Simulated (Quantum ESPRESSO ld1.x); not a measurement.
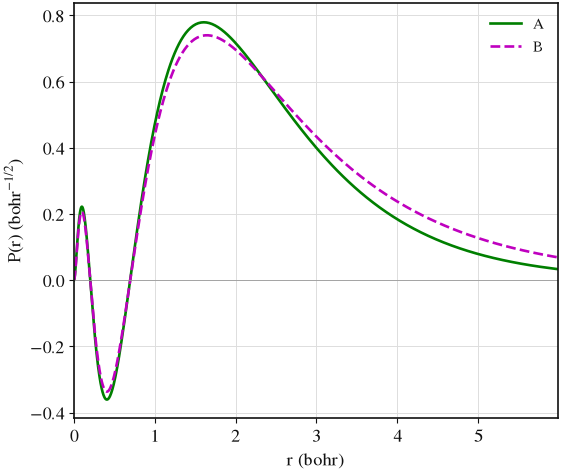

Two charge states of bromine were computed: Br in [Ar] 3d10 4s2 4p5; Br⁻ in [Kr]. All numbers are computed, not measured: non-relativistic Kohn-Sham, Slater X-alpha with alpha = 1, spin-unpolarised, spherical densities, point nucleus (Quantum ESPRESSO ld1.x 7.5).

The plot shows P(r) = r R(r) of the 4p orbital in both runs.

Which curve belongs to which run?

Answer. A is Br in [Ar] 3d10 4s2 4p5 (⟨r⟩ = 1.97 bohr, eigenvalue −10.5 eV); B is Br⁻ in [Kr] (⟨r⟩ = 2.14 bohr, eigenvalue −1.63 eV). Fewer electrons screen less, so the orbital shrinks.
